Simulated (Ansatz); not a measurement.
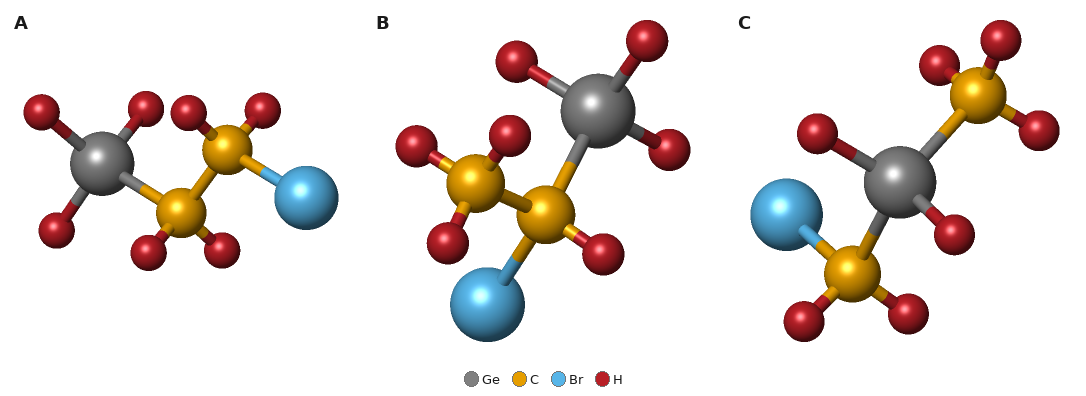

The picture comes from a calculation with Ansatz.

Question: Which panel belongs to which SMILES?
(1) [GeH3][CH2]CBr
(2) [CH3][GeH2][CH2]Br
(3) C[C@H]([GeH3])Br

Answer: A is (1), B is (3), C is (2).
